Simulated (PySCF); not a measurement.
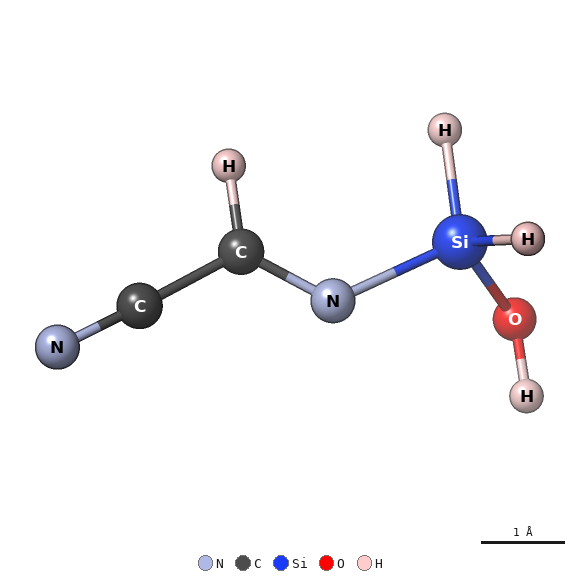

Distant atoms are faded towards the background colour. The geometry was computed by an optimisation with PBE0-D3(BJ)/def2-SVP. No frequency run is at hand to confirm it as a minimum. Masses are those of the most abundant isotopes; constants are for the rigid equilibrium geometry.

### What kind of rotor is it, and what are its rotational constants in MHz?

An asymmetric top (C1): A = 13041, B = 1127, C = 1077 MHz. Ray's parameter κ is −0.99, close to the prolate limit.
